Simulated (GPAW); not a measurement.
# 2H-TaSTe monolayer in an electric field, part 2 of 2

Wanted: the out-of-plane polarisability of 2H-TaSTe monolayer.

GPAW 26.7.0; GPAW, PAW setups; layer in a repeated cell with vacuum, relaxation of atoms and in-plane cell (the session's first sound run).

So far. Step 5 (In a field): The dipole is now -0.0690 e Å, against -0.036 in the run without a field. Step 8 (Field on): The dipole is now -0.00217 e Å, against -0.036 in the run without a field.

**9. Field on**

Level of this step: GPAW, PAW setups; slab in vacuum (GPAW).

run.py

```python
import json
import numpy as np
from ase import Atoms
from gpaw import GPAW, PW
from gpaw.external import ConstantElectricField

slab = Atoms(
    ['Te', 'Ta', 'S'],
    positions=[
        [0.00000, 2.03407, 9.00000],
        [-0.00000, 0.00000, 10.94632],
        [0.00000, 2.03407, 12.36513]],
    cell=[[3.52312, 0.0, 0.0], [-1.76156, 3.05111, 0.0], [0.0, 0.0, 21.3651]],
    pbc=[True, True, False])

slab.calc = GPAW(mode=PW(400), xc='PBE', kpts={'size': (9, 9, 1), 'gamma': True},
                 occupations={'name': 'fermi-dirac', 'width': 0.05}, nbands='160%',
                 convergence={'density': 1e-05}, maxiter=200,
                 poissonsolver={'dipolelayer': 'xy'},
                 external=ConstantElectricField(0.2, [0, 0, 1]),
                 symmetry={'tolerance': 1e-3}, txt='slab.txt')
result = {}
energy = slab.get_potential_energy()
fermi = slab.calc.get_fermi_level()
v = slab.calc.get_electrostatic_potential().mean((0, 1)) - fermi
n = slab.calc.get_pseudo_density().mean((0, 1))
L = slab.cell[2, 2]
z = np.arange(len(v)) * L / len(v)
low, high = slab.positions[:, 2].min(), slab.positions[:, 2].max()
below, above = np.interp([low - 6.8, high + 6.8], z, v)
slopes = [np.interp(x, z, np.gradient(v, z)) for x in (low - 6.8, high + 6.8)]
eps = np.array([[slab.calc.get_eigenvalues(k, s) for k in range(len(slab.calc.get_ibz_k_points()))]
                for s in range(slab.calc.get_number_of_spins())]) - fermi
top, bottom = eps[eps < 0].max(), eps[eps > 0].min()
dipole = slab.get_dipole_moment()[2]
print(f'energy {energy:.4f} eV, Fermi level {fermi:.4f} eV, dipole {dipole:.5f} e A')
print(f'potential 6.8 A off the faces, from the Fermi level: lower {below:.4f} eV, upper {above:.4f} eV')
print(f'slope of the potential there: lower {slopes[0]:.5f}, upper {slopes[1]:.5f} eV/A')
print(f'nearest levels on the mesh: {top:.4f} and {bottom:.4f} eV')
print('magnetic moment', round(slab.get_magnetic_moment(), 3))
result.update(energy=energy, fermi=fermi, dipole=dipole, below=below, above=above, slopes=slopes, edges=[top, bottom],
              z=z.tolist(), v=v.tolist(), n=n.tolist(), positions=slab.positions.tolist(),
              forces=slab.get_forces(apply_constraint=False).tolist(), moments=slab.get_magnetic_moments().tolist())
json.dump(result, open('result.json', 'w'))
```

On the command line:

```console
OMP_NUM_THREADS=1 OPENBLAS_NUM_THREADS=1 python run.py
```

What it wrote:

```text
energy -19.1559 eV, Fermi level -1.3544 eV, dipole 0.03129 e A
potential 6.8 A off the faces, from the Fermi level: lower 5.4388 eV, upper 4.9120 eV
slope of the potential there: lower 0.00006, upper -0.00006 eV/A
nearest levels on the mesh: -0.0168 and 0.1009 eV
magnetic moment 0.0
```

The job ended after 85 s (1 thread of Arm Neoverse V2, shared host; peak memory 0.31 GiB).

The dipole is now 0.0313 e Å, against -0.036 in the run without a field.

**10. Field on**

run.py, as its differences from that of step 9:

```diff
@@ -19,3 +19,3 @@
                  poissonsolver={'dipolelayer': 'xy'},
-                 external=ConstantElectricField(0.2, [0, 0, 1]),
+                 external=ConstantElectricField(0.3, [0, 0, 1]),
                  symmetry={'tolerance': 1e-3}, txt='slab.txt')
```

What it wrote:

```text
energy -19.1607 eV, Fermi level -1.3686 eV, dipole 0.06481 e A
potential 6.8 A off the faces, from the Fermi level: lower 5.7418 eV, upper 4.6508 eV
slope of the potential there: lower 0.00005, upper -0.00006 eV/A
nearest levels on the mesh: -0.0167 and 0.0989 eV
magnetic moment 0.0
```

Elapsed: 90 s, on 1 thread; peak memory 0.3 GiB.

Electrostatic potential energy of an electron (without an applied field's), less the Fermi level, planar mean against z:

```tsv
z (Å)	electrostatic potential energy of an electron (without an applied field's), less the Fermi level, planar mean (eV)
0	5.20
1	5.74
2	5.74
3	5.74
4	5.74
5	5.74
6	5.72
7	5.47
8	1.61
9	-20.1
10	-3.41
11	-18.3
12	-9.93
13	-0.823
14	4.44
15	4.64
16	4.65
17	4.65
18	4.65
19	4.65
20	4.65
21	4.70
```

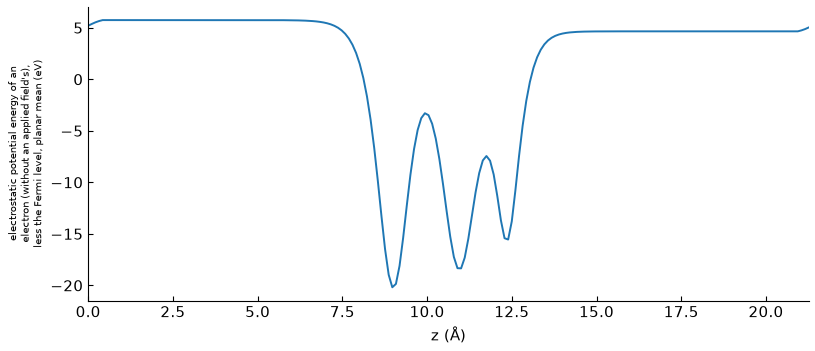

Electrostatic potential energy of an electron (without an applied field's), less the Fermi level, planar mean against z.

The dipole is now 0.0648 e Å, against -0.036 in the run without a field.

**11. The series**

The members are put on one axis.

This step: induced dipole against applied field (GPAW 26.7.0).

The dipole along the normal by field:

```tsv
field (V/Å)	dipole along the normal (e·Å)
-0.200	-0.102
-0.100	-0.0690
-0.050	-0.0523
0.000	-0.0359
0.050	-0.0189
0.100	-0.00217
0.200	0.0313
0.300	0.0648
```

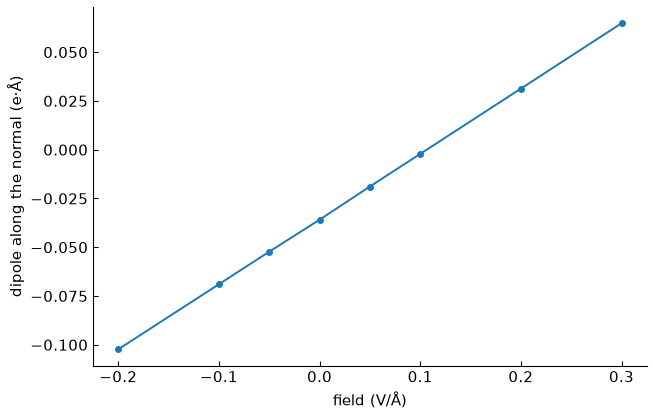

Dipole along the normal, plotted against field.

**12. Outcome**

```yaml
work_function_upper_and_lower_face: 5.437 and 4.838 eV
dipole_along_the_normal: -0.0359 e Å
induced_dipole_per_field: 0.334 e Å per V/Å
out_of_plane_polarisability_per_area_alpha_eps_0_a: 5.63 Å
```

What this shows: The field induces 0.334 e Å per V/Å, a polarisable thickness α/(ε0 A) of 5.63 Å beside 3.37 Å between the outermost nuclei. A perfect conductor would give the distance between its two image planes; a dielectric of thickness t gives t(1 - 1/ε). The two faces differ by 0.60 eV, the step that the slab's dipole makes (e p/(ε0 A) gives 0.60 eV), so the dipole layer is needed. The induced dipole is linear in the field over this range. The starting lattice was a guess from atomic radii; the relaxation moved it by -4 %. The relaxation of atoms and cell ran in a fully periodic cell without the dipole layer, so the atoms of this polar layer felt a small spurious field. The cell holds an odd number of electrons, so without spin polarisation it must come out metallic and without a moment, whatever its true state. The layer's cell and atoms come from the relaxation; spin-orbit coupling and temperature are left out.

[Logs are printed without paths, hosts, clocks, repeated set-up lines and the standing remarks that a program may print on its own settings, such as how far it seeks lower states.]

[Hosts, paths, dates, database ids (printed as entryN), source tags and the programs' standing remarks are cut or masked in the printed files.]
